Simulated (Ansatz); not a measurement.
**Fields on a plane of TiSe2 (CdI2 type)**

```
TiSe2
1.0
    3.43761     0.00000     0.00000
   -1.71880     2.97705     0.00000
    0.00000     0.00000     5.80742
Ti Se
1 2
Direct
  0.00000   0.00000   0.00000
  0.33333   0.66667   0.26492
  0.66667   0.33333   0.73508
```

The slice is a (0001) plane (indices of the conventional cell) through the point (0.000, 0.000, 0.000) (fractional), spanned by u = [110] and v = [1 -1 0] in vectors of this cell: u (3.44 Å) and v (5.95 Å, at 90° to u). It covers one period; positions are fractions (u, v).

Atoms on it: Ti at (0.00, 0.00); Ti at (0.50, 0.50).

All values below come from LDA (plane waves to 420 eV, PAW, scalar-relativistic; Ansatz, an electronic-structure program). k mesh 16×16×8. Near the nuclei the fields are pseudised (PAW); where an atom keeps semicore shells as valence, they peak there. TiSe2 is run without spin polarisation. TiSe2 was relaxed with its symmetry unable to fall.

```
|xx910232019x|
|994003430049|
|210024542001|
|000234543200|
|333333333333|
|543200000234|
|542001210024|
|430049994003|
|32019xxx9102|
|31039xxx9301|
|32019xxx9102|
|430049994003|
|542001210024|
|543200000234|
|333333333333|
|000234543200|
|210024542001|
|994003430049|
|xx910232019x|
|xx930131039x|
```
Scale: ten equal steps from 0.08 (start of '0') to 0.63 (end of '9'), in the order '0123456789'. Values: electron localisation function (ELF). The map has 12 points along u (one character each, u = 0 at the left) and 20 along v (v = 0 in the bottom row). Points within 0.5 Å of a nucleus are blanked (x), as the pseudised field means little there.

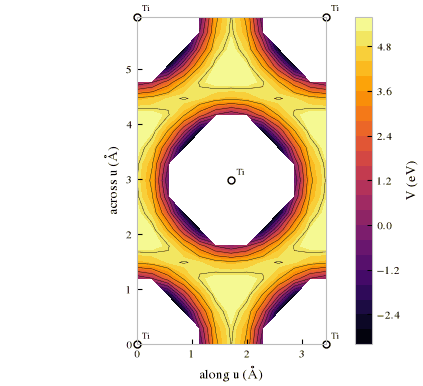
Figure: Electrostatic potential energy of an electron, from the cell's mean, in eV, one period of the plane, atoms marked. Points within 1 Å of a nucleus are left white, as the pseudised field means little there. Values under -3 eV are set to -3. The zero, the cell's mean, hangs on the PAW cores.
